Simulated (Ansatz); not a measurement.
## Al(100) film, 5 layers, adrow: surface scattering

Aim: how much of the in-plane current does the surface defect in Al(100) film, 5 layers, adrow reflect?

Calculated with Ansatz 0.2.0; Ansatz plane-wave DFT, PBE, PAW files; relaxation of the atoms about the surface defect; PAW set soft_1, in the first sound run; inputs show where later runs differ.

## (1) Starting point

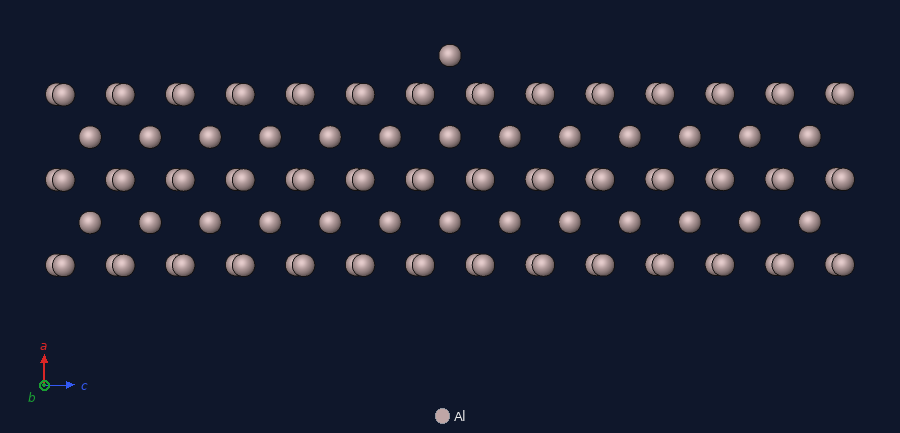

The starting structure, seen from the side, with the c axis across the page (aluminium light grey). Some periodic images of atoms are drawn too.

The cell holds 66 atoms: 66 Al. Its edges and angles: a = 21.120 Å, b = 2.862 Å, c = 37.211 Å, α = 90.0°, β = 90.0°, γ = 90.0°. It derives from Al. Vacuum lies along a. The structure's axis is c.

## (2) Relaxing about the defect

The neighbours of the defect are let go while the lead's layers stay on their sites, since a lead must repeat to 0.01 Å.

input.yaml reads:

```yaml
crystal:
  lattice:
    - [21.119925, 0.0, 0.0]
    - [0.0, 2.862347037, 0.0]
    - [0.0, 0.0, 37.2105114815]
  atoms:
    - { symbol: Al, position: [0.2130689385, 0.0, 0.0] }
    - { symbol: Al, position: [0.3089019019, 0.5, 0.0384615385] }
    - { symbol: Al, position: [0.4047348653, 0.0, 0.0] }
    - { symbol: Al, position: [0.5005678287, 0.5, 0.0384615385] }
    - { symbol: Al, position: [0.5964007921, 0.0, 0.0] }
    - { symbol: Al, position: [0.2130689385, 0.0, 0.0769230769] }
    - { symbol: Al, position: [0.3089019019, 0.5, 0.1153846154] }
    - { symbol: Al, position: [0.4047348653, 0.0, 0.0769230769] }
    - { symbol: Al, position: [0.5005678287, 0.5, 0.1153846154] }
    - { symbol: Al, position: [0.5964007921, 0.0, 0.0769230769] }
    - { symbol: Al, position: [0.2130689385, 0.0, 0.1538461538] }
    - { symbol: Al, position: [0.3089019019, 0.5, 0.1923076923] }
    - { symbol: Al, position: [0.4047348653, 0.0, 0.1538461538] }
    - { symbol: Al, position: [0.5005678287, 0.5, 0.1923076923] }
    - { symbol: Al, position: [0.5964007921, 0.0, 0.1538461538] }
    - { symbol: Al, position: [0.2130689385, 0.0, 0.2307692308] }
    - { symbol: Al, position: [0.3089019019, 0.5, 0.2692307692] }
    - { symbol: Al, position: [0.4047348653, 0.0, 0.2307692308] }
    - { symbol: Al, position: [0.5005678287, 0.5, 0.2692307692] }
    - { symbol: Al, position: [0.5964007921, 0.0, 0.2307692308] }
    - { symbol: Al, position: [0.2130689385, 0.0, 0.3076923077] }
    - { symbol: Al, position: [0.3089019019, 0.5, 0.3461538462] }
    - { symbol: Al, position: [0.4047348653, 0.0, 0.3076923077] }
    - { symbol: Al, position: [0.5005678287, 0.5, 0.3461538462] }
    - { symbol: Al, position: [0.5964007921, 0.0, 0.3076923077] }
    - { symbol: Al, position: [0.2130689385, 0.0, 0.3846153846] }
    - { symbol: Al, position: [0.3089019019, 0.5, 0.4230769231] }
    - { symbol: Al, position: [0.4047348653, 0.0, 0.3846153846] }
    - { symbol: Al, position: [0.5005678287, 0.5, 0.4230769231] }
    - { symbol: Al, position: [0.5964007921, 0.0, 0.3846153846] }
    - { symbol: Al, position: [0.2130689385, 0.0, 0.4615384615] }
    - { symbol: Al, position: [0.3089019019, 0.5, 0.5] }
    - { symbol: Al, position: [0.4047348653, 0.0, 0.4615384615] }
    - { symbol: Al, position: [0.5005678287, 0.5, 0.5] }
    - { symbol: Al, position: [0.5964007921, 0.0, 0.4615384615] }
    - { symbol: Al, position: [0.2130689385, 0.0, 0.5384615385] }
    - { symbol: Al, position: [0.3089019019, 0.5, 0.5769230769] }
    - { symbol: Al, position: [0.4047348653, 0.0, 0.5384615385] }
    - { symbol: Al, position: [0.5005678287, 0.5, 0.5769230769] }
    - { symbol: Al, position: [0.5964007921, 0.0, 0.5384615385] }
    - { symbol: Al, position: [0.2130689385, 0.0, 0.6153846154] }
    - { symbol: Al, position: [0.3089019019, 0.5, 0.6538461538] }
    - { symbol: Al, position: [0.4047348653, 0.0, 0.6153846154] }
    - { symbol: Al, position: [0.5005678287, 0.5, 0.6538461538] }
    - { symbol: Al, position: [0.5964007921, 0.0, 0.6153846154] }
    - { symbol: Al, position: [0.2130689385, 0.0, 0.6923076923] }
    - { symbol: Al, position: [0.3089019019, 0.5, 0.7307692308] }
    - { symbol: Al, position: [0.4047348653, 0.0, 0.6923076923] }
    - { symbol: Al, position: [0.5005678287, 0.5, 0.7307692308] }
    - { symbol: Al, position: [0.5964007921, 0.0, 0.6923076923] }
    - { symbol: Al, position: [0.2130689385, 0.0, 0.7692307692] }
    - { symbol: Al, position: [0.3089019019, 0.5, 0.8076923077] }
    - { symbol: Al, position: [0.4047348653, 0.0, 0.7692307692] }
    - { symbol: Al, position: [0.5005678287, 0.5, 0.8076923077] }
    - { symbol: Al, position: [0.5964007921, 0.0, 0.7692307692] }
    - { symbol: Al, position: [0.2130689385, 0.0, 0.8461538462] }
    - { symbol: Al, position: [0.3089019019, 0.5, 0.8846153846] }
    - { symbol: Al, position: [0.4047348653, 0.0, 0.8461538462] }
    - { symbol: Al, position: [0.5005678287, 0.5, 0.8846153846] }
    - { symbol: Al, position: [0.5964007921, 0.0, 0.8461538462] }
    - { symbol: Al, position: [0.2130689385, 0.0, 0.9230769231] }
    - { symbol: Al, position: [0.3089019019, 0.5, 0.9615384615] }
    - { symbol: Al, position: [0.4047348653, 0.0, 0.9230769231] }
    - { symbol: Al, position: [0.5005678287, 0.5, 0.9615384615] }
    - { symbol: Al, position: [0.5964007921, 0.0, 0.9230769231] }
    - { symbol: Al, position: [0.6832283785, 0.5, 0.5] }
kpoints:
  mp_grid: { grid: [1, 8, 1] }
hamiltonian:
  xc: pbe
  pseudopotentials: { kind: paw, azcp: { folder: soft_1 } }
scf:
  occupations: { method: fermi_dirac, width: 0.1 }
relax:
  f_tol: 0.03
  max_steps: 40
  constraints:
    - { sites: [0, 1, 2, 3, 4, 5, 6, 7, 8, 9, 10, 11, 12, 13, 14, 15, 16, 17, 18, 19, 20, 21, 22, 24, 25, 26, 27, 30, 31, 32, 35, 36, 37, 40, 41, 42, 45, 46, 47, 48, 49, 50, 51, 52, 53, 54, 55, 56, 57, 58, 59, 60, 61, 62, 63, 64] }
```

Started as:

```sh
> ansatz run input.yaml --threads 8 --pin off --max-ram 15360MiB --backend cpu --events-out ev --progress --plain --runs-dir out
```

Numbers of over 12 decimals in the logs are rounded to 6 here.

Log:

```text
Engine: ansatz 0.2.0, x86_64-unknown-linux-gnu
Pseudopotentials: kind: paw
Pseudopotential: Al, paw, valence charge 3, recommended cutoff 420 eV (normal), soft_1/Al.paw.azcp
Functional definition: PBE
  parameter kappa = 0.804
  parameter beta = 0.066725
  exchange = pbe_x(kappa = kappa, mu = beta*pi^2/3)
  correlation = pbe_c(beta = beta)
Crystal: 66 atoms, lattice volume = 2249.470 Å³
Basis set: ecut = 420 eV, 43999 PW (Γ), exchange–correlation on 288×40×500 points (8 copies of the dense FFT grid, shifted against one another)
Bands: 165, of which v1, the nominal top of the filled ones, is band 99 counted from 1 (98 counted from 0)
Symmetry: 4 space group operations
Space group: Pmm2 (ITA 25), of the structure as read, at distance tolerance 1.3e-4 Å
k-points: 5 of 8
Non-local potential: Al, projectors of the file, l = 0: 2, l = 1: 2, l = 2: 1
PAW form: soft (Blöchl's): semilocal exchange-correlation on the pseudo side does not see the compensation charge
PAW one-centre angular grid: Al, 110 points (default); XC on 64 Gauss nodes
Initial density: superposition of atomic densities (neutral atoms: chi_scale 0, normalization atom)
Initial wavefunctions: pseudopotential atomic-orbital guess
Functional: x = pbe(κ = 0.804, μ = 0.219515), c = pbe(β = 0.066725)
SCF iter   1: F=—  HF=-35472.178828 eV  |F-HF|=—  |Δ(HF+E_count)|=         —  Δρ=1.93e-2  dr2=8.61e1  ethr=3.10e-3  ⟨swp⟩=7.8  Hψ=4720  notcnv=0  defer=24
preconditioner: auto → LDOS  [metal: Δε(μ)=0.013 eV  Ē_g=6.498 eV  σ=0.100 eV  W_gap=0.03  n_scr=212 (ndim 8)  ℏωp=11.0 eV  f_vac=0.364  D(μ)=32.47/eV (n_scr^D=160)  β→1.0]
SCF iter   2: F=—  HF=-35463.468583 eV  |F-HF|=—  |Δ(HF+E_count)|=    8.71e0  Δρ=9.50e-3  dr2=1.01e1  ethr=3.10e-3  ⟨swp⟩=5.0  Hψ=2141  notcnv=0  defer=82
SCF iter   3: F=—  HF=-35462.800580 eV  |F-HF|=—  |Δ(HF+E_count)|=   6.68e-1  Δρ=1.80e-3  dr2=4.08e-1  ethr=3.10e-3  ⟨swp⟩=3.8  Hψ=1534  notcnv=0  defer=79
SCF iter   4: F=—  HF=-35462.736030 eV  |F-HF|=—  |Δ(HF+E_count)|=   6.45e-2  Δρ=3.85e-4  dr2=6.59e-3  ethr=2.06e-4  ⟨swp⟩=2.8  Hψ=1450  notcnv=0  defer=78
SCF iter   5: F=—  HF=-35462.737306 eV  |F-HF|=—  |Δ(HF+E_count)|=   1.28e-3  Δρ=9.14e-5  dr2=7.61e-4  ethr=3.33e-6  ⟨swp⟩=2.4  Hψ=1351  notcnv=0  defer=78
SCF iter   6: F=—  HF=-35462.737431 eV  |F-HF|=—  |Δ(HF+E_count)|=   1.25e-4  Δρ=2.17e-5  dr2=3.86e-5  ethr=3.84e-7  ⟨swp⟩=2.4  Hψ=1016  notcnv=0  defer=78
SCF iter   7: F=-35462.737435 eV  HF=-35462.737436 eV  |F-HF|=1.33e-6  |Δ(HF+E_count)|=   5.29e-6  Δρ=4.50e-6  dr2=2.69e-6  ethr=1.14e-8  ⟨swp⟩=4.4  Hψ=2405  notcnv=0
SCF 1 converged in 7 iterations: F = -35462.737435 eV  dr2 = 2.69e-6
  greatest PAW one-centre occupation: 0.495 electrons in one spin orbital (limit 2), on the Al atom at site 65 (counted from 0), in its partial waves of l = 0
relax step   1: F+E_penalty+E_count = -35462.73743508 eV  Δ(F+E_penalty+E_count) = +0.000e0 eV  max|allowed force component| = 4.486e-1 eV/Å  Δτ_max = 0.0000 Å  (7 SCF iters, dr2 threshold 2.25e-5 eV, accepted)
Initial density: handed on by an earlier stage of this run
Initial wavefunctions: those handed on with the density
iter 1 solved again at ethr=2.39e-4 eV; its pass at ethr=3.10e-3 eV (dr2=4.72e-1 eV) is discarded
SCF iter   1: F=—  HF=-35462.802392 eV  |F-HF|=—  |Δ(HF+E_count)|=         —  Δρ=8.49e-4  dr2=4.05e-1  ethr=2.39e-4  ⟨swp⟩=2.6  Hψ=2437  notcnv=0  defer=70
preconditioner: auto → LDOS  [metal: Δε(μ)=0.009 eV  Ē_g=6.318 eV  σ=0.100 eV  W_gap=0.02  n_scr=212 (ndim 8)  ℏωp=11.0 eV  f_vac=0.381  D(μ)=30.87/eV (n_scr^D=160)  β→1.0]
SCF iter   2: F=—  HF=-35462.783112 eV  |F-HF|=—  |Δ(HF+E_count)|=   1.93e-2  Δρ=4.21e-4  dr2=1.36e-2  ethr=2.04e-4  ⟨swp⟩=2.0  Hψ=919  notcnv=0  defer=71
SCF iter   3: F=—  HF=-35462.782261 eV  |F-HF|=—  |Δ(HF+E_count)|=   8.51e-4  Δρ=8.22e-5  dr2=8.88e-4  ethr=6.85e-6  ⟨swp⟩=2.6  Hψ=1320  notcnv=0  defer=71
SCF iter   4: F=—  HF=-35462.781979 eV  |F-HF|=—  |Δ(HF+E_count)|=   2.82e-4  Δρ=1.77e-5  dr2=1.46e-5  ethr=4.49e-7  ⟨swp⟩=2.0  Hψ=1153  notcnv=0  defer=71
SCF iter   5: F=-35462.781985 eV  HF=-35462.781985 eV  |F-HF|=1.10e-8  |Δ(HF+E_count)|=   6.19e-6  Δρ=4.47e-6  dr2=9.13e-7  ethr=6.35e-9  ⟨swp⟩=5.0  Hψ=2736  notcnv=0
SCF 2 converged in 5 iterations: F = -35462.781985 eV  dr2 = 9.13e-7
  greatest PAW one-centre occupation: 0.498 electrons in one spin orbital (limit 2), on the Al atom at site 65 (counted from 0), in its partial waves of l = 0
relax step   2: F+E_penalty+E_count = -35462.78198540 eV  Δ(F+E_penalty+E_count) = -4.455e-2 eV  max|allowed force component| = 3.271e-2 eV/Å  Δτ_max = 0.1366 Å  (5 SCF iters, dr2 threshold 1.26e-5 eV, accepted)
SCF iter   1: F=—  HF=-35462.782830 eV  |F-HF|=—  |Δ(HF+E_count)|=         —  Δρ=8.15e-5  dr2=1.19e-3  ethr=2.14e-5  ⟨swp⟩=2.6  Hψ=1387  notcnv=0  defer=70
preconditioner: auto → LDOS  [metal: Δε(μ)=0.003 eV  Ē_g=6.321 eV  σ=0.100 eV  W_gap=0.01  n_scr=212 (ndim 8)  ℏωp=11.0 eV  f_vac=0.381  D(μ)=30.77/eV (n_scr^D=160)  β→1.0]
SCF iter   2: F=—  HF=-35462.782700 eV  |F-HF|=—  |Δ(HF+E_count)|=   1.30e-4  Δρ=3.87e-5  dr2=9.63e-5  ethr=6.02e-7  ⟨swp⟩=2.4  Hψ=1307  notcnv=0  defer=70
SCF iter   3: F=—  HF=-35462.782498 eV  |F-HF|=—  |Δ(HF+E_count)|=   2.02e-4  Δρ=1.02e-5  dr2=1.27e-5  ethr=4.86e-8  ⟨swp⟩=2.0  Hψ=1272  notcnv=0  defer=70
SCF iter   4: F=—  HF=-35462.782496 eV  |F-HF|=—  |Δ(HF+E_count)|=   1.51e-6  Δρ=2.08e-6  dr2=6.24e-7  ethr=6.41e-9  ⟨swp⟩=2.8  Hψ=1507  notcnv=0  defer=70
SCF iter   5: F=-35462.782496 eV  HF=-35462.782496 eV  |F-HF|=9.82e-10  |Δ(HF+E_count)|=   5.90e-9  Δρ=4.57e-7  dr2=1.01e-8  ethr=5.05e-11  ⟨swp⟩=5.2  Hψ=2551  notcnv=0
SCF 3 converged in 5 iterations: F = -35462.782496 eV  dr2 = 1.01e-8
relax step   3: F+E_penalty+E_count = -35462.78249632 eV  Δ(F+E_penalty+E_count) = -5.109e-4 eV  max|allowed force component| = 3.694e-3 eV/Å  Δτ_max = 0.0106 Å  (5 SCF iters, accepted)
SCF converged after 5 iterations
Free energy (F): -35462.782496 eV
Harris-Foulkes:  -35462.782496 eV  (|F-HF|=9.82e-10)
Internal energy: -35461.774287 eV  (E = F + TS)
E sigma→0 (E₀):  -35462.278392 eV
Entropy (-TS):   -1.008209 eV (-15.276 meV/atom)
Fermi energy:    1.674306 eV
--- Per-component energies (eV) ---
  E_band       = -480.820252
  E_kinetic    = 1416.939172
  E_local      = -29899.087680  (includes V_loc(G=0)·N_el)
  E_nonlocal   = 665.502028
  E_hartree    = 14717.583120
  E_xc         = -2446.516442
  E_vxc        = -1870.072321  (∫ρ·V_xc dr)
  E_paw        = -30978.548960  (= ΣΔE_a)
  E_vpaw       = -229.265569  (= ΣTr[D̂ρ^β])
  E_aug_tail   = -0.000137  (compensation charges beyond the density's cutoff)
  E_ewald      = 11062.354612
  E_smearing   = -1.008209  (= −TS)
  E_closure    = -0.000000  (closes the sum)
  Σ components = -35462.782496   (vs F -35462.782496, Δ=0.00e0)
--- Forces (eV/Å), atoms counted from 1 ---
  atom   1  Al    -0.09237999     0.00000000     0.00000000
  atom   2  Al     0.10164720     0.00000000    -0.00466447
  atom   3  Al    -0.00627137     0.00000000     0.00000000
  atom   4  Al    -0.10254165    -0.00000000    -0.00330971
  atom   5  Al     0.08701159     0.00000000     0.00000000
  atom   6  Al    -0.09958618    -0.00000000    -0.00954919
  atom   7  Al     0.09786645     0.00000000     0.00227484
  atom   8  Al     0.00226891     0.00000000     0.00070723
  atom   9  Al    -0.10432156     0.00000000    -0.00208081
  atom  10  Al     0.08633314    -0.00000000     0.02003722
  atom  11  Al    -0.10078137     0.00000000    -0.00991398
  atom  12  Al     0.10410210     0.00000000     0.00075400
  atom  13  Al    -0.00087056     0.00000000    -0.00619450
  atom  14  Al    -0.09988385     0.00000000     0.00126765
  atom  15  Al     0.09616609     0.00000000     0.01357907
  atom  16  Al    -0.07963594    -0.00000000     0.00455821
  atom  17  Al     0.10327558     0.00000000    -0.01976177
  atom  18  Al    -0.01252672     0.00000000     0.00305309
  atom  19  Al    -0.09926665     0.00000000     0.01325351
  atom  20  Al     0.11000900     0.00000000    -0.00598946
  atom  21  Al    -0.06916050    -0.00000000    -0.00118653
  atom  22  Al     0.10803143     0.00000000    -0.03162950
  atom  23  Al    -0.02140821     0.00000000    -0.00930179
  atom  24  Al    -0.00069240     0.00000000     0.00087949
  atom  25  Al     0.07324116     0.00000000    -0.00823666
  atom  26  Al    -0.09652999     0.00000000     0.09142322
  atom  27  Al     0.11965850    -0.00000000     0.08376639
  atom  28  Al    -0.02314594     0.00000000     0.03170264
  atom  29  Al    -0.00013381    -0.00000000     0.00041146
  atom  30  Al    -0.00079225     0.00000000     0.00093096
  atom  31  Al    -0.15631702     0.00000000    -0.02489940
  atom  32  Al     0.13999058     0.00000000     0.00000000
  atom  33  Al     0.00006646    -0.00000000     0.03921427
  atom  34  Al     0.00205070     0.00000000     0.00000000
  atom  35  Al     0.00159037     0.00000000    -0.00349346
  atom  36  Al    -0.15631702     0.00000000     0.02489940
  atom  37  Al     0.11965850     0.00000000    -0.08376639
  atom  38  Al     0.00006646     0.00000000    -0.03921427
  atom  39  Al    -0.00013381    -0.00000000    -0.00041146
  atom  40  Al     0.00159037    -0.00000000     0.00349346
[...]
atom  55  Al     0.11000900     0.00000000     0.00598946
  atom  56  Al    -0.10078137     0.00000000     0.00991398
  atom  57  Al     0.09786645     0.00000000    -0.00227484
  atom  58  Al    -0.00087056     0.00000000     0.00619450
  atom  59  Al    -0.10432156     0.00000000     0.00208081
  atom  60  Al     0.09616609     0.00000000    -0.01357907
  atom  61  Al    -0.09958618     0.00000000     0.00954919
  atom  62  Al     0.10164720     0.00000000     0.00466447
  atom  63  Al     0.00226891     0.00000000    -0.00070723
  atom  64  Al    -0.10254165     0.00000000     0.00330971
  atom  65  Al     0.08633314     0.00000000    -0.02003722
  atom  66  Al    -0.00369371     0.00000000     0.00000000
  max |Σ_I F_I| component: 3.14e-5 eV/Å
--- Relaxed structure (3 steps of the walk, 3 accepted, 0 SCFs on fresh bases) ---
  F+E_penalty+E_count = -35462.78249632 eV   max|allowed force component| = 3.694e-3 eV/Å
  atoms:
    - { symbol: Al, position: [0.2130689385, 0.0, 0.0] }
    - { symbol: Al, position: [0.3089019019, 0.5, 0.038462] }
    - { symbol: Al, position: [0.4047348653, 0.0, 0.0] }
    - { symbol: Al, position: [0.5005678287, 0.5, 0.038462] }
    - { symbol: Al, position: [0.5964007921, 0.0, 0.0] }
    - { symbol: Al, position: [0.2130689385, 0.0, 0.076923] }
    - { symbol: Al, position: [0.3089019019, 0.5, 0.115385] }
    - { symbol: Al, position: [0.4047348653, 0.0, 0.076923] }
    - { symbol: Al, position: [0.5005678287, 0.5, 0.115385] }
    - { symbol: Al, position: [0.5964007921, 0.0, 0.076923] }
    - { symbol: Al, position: [0.2130689385, 0.0, 0.153846] }
    - { symbol: Al, position: [0.3089019019, 0.5, 0.1923076923] }
    - { symbol: Al, position: [0.4047348653, 0.0, 0.153846] }
    - { symbol: Al, position: [0.5005678287, 0.5, 0.1923076923] }
    - { symbol: Al, position: [0.5964007921, 0.0, 0.153846] }
    - { symbol: Al, position: [0.2130689385, 0.0, 0.230769] }
    - { symbol: Al, position: [0.3089019019, 0.5, 0.2692307692] }
    - { symbol: Al, position: [0.4047348653, 0.0, 0.230769] }
    - { symbol: Al, position: [0.5005678287, 0.5, 0.2692307692] }
    - { symbol: Al, position: [0.5964007921, 0.0, 0.230769] }
    - { symbol: Al, position: [0.2130689385, 0.0, 0.3076923077] }
    - { symbol: Al, position: [0.3089019019, 0.5, 0.346154] }
    - { symbol: Al, position: [0.4047348653, 0.0, 0.3076923077] }
    - { symbol: Al, position: [0.499676, 0.5, 0.346436] }
    - { symbol: Al, position: [0.5964007921, 0.0, 0.3076923077] }
    - { symbol: Al, position: [0.2130689385, 0.0, 0.3846153846] }
    - { symbol: Al, position: [0.3089019019, 0.5, 0.423077] }
    - { symbol: Al, position: [0.4047348653, 0.0, 0.3846153846] }
    - { symbol: Al, position: [0.500293, 0.5, 0.423423] }
    - { symbol: Al, position: [0.597406, 0.0, 0.384066] }
    - { symbol: Al, position: [0.2130689385, 0.0, 0.461538] }
    - { symbol: Al, position: [0.3089019019, 0.5, 0.5] }
    - { symbol: Al, position: [0.4047348653, 0.0, 0.461538] }
    - { symbol: Al, position: [0.501627, 0.5, 0.5] }
    - { symbol: Al, position: [0.598881, 0, 0.460050] }
    - { symbol: Al, position: [0.2130689385, 0.0, 0.5384615385] }
    - { symbol: Al, position: [0.3089019019, 0.5, 0.576923] }
    - { symbol: Al, position: [0.4047348653, 0.0, 0.5384615385] }
    - { symbol: Al, position: [0.500293, 0.5, 0.576577] }
    - { symbol: Al, position: [0.598881, 0, 0.539950] }
[...]
- { symbol: Al, position: [0.5964007921, 0.0, 0.7692307692] }
    - { symbol: Al, position: [0.2130689385, 0.0, 0.846154] }
    - { symbol: Al, position: [0.3089019019, 0.5, 0.8846153846] }
    - { symbol: Al, position: [0.4047348653, 0.0, 0.846154] }
    - { symbol: Al, position: [0.5005678287, 0.5, 0.8846153846] }
    - { symbol: Al, position: [0.5964007921, 0.0, 0.846154] }
    - { symbol: Al, position: [0.2130689385, 0.0, 0.9230769231] }
    - { symbol: Al, position: [0.3089019019, 0.5, 0.961538] }
    - { symbol: Al, position: [0.4047348653, 0.0, 0.9230769231] }
    - { symbol: Al, position: [0.5005678287, 0.5, 0.961538] }
    - { symbol: Al, position: [0.5964007921, 0.0, 0.9230769231] }
    - { symbol: Al, position: [0.689429, 0.5, 0.5] }
```

It took 67 s on 8 threads of Intel Xeon at 2.70GHz, shared host; peak memory 6.9 GiB.

(Continued in part 2 of 2.)

[Logs are printed without paths, hosts, clocks, repeated set-up lines and the standing remarks that a program may print on its own settings, such as how far it seeks lower states.]

[Hosts, paths, dates, database ids (printed as entryN), source tags and the programs' standing remarks are cut or masked in the printed files.]
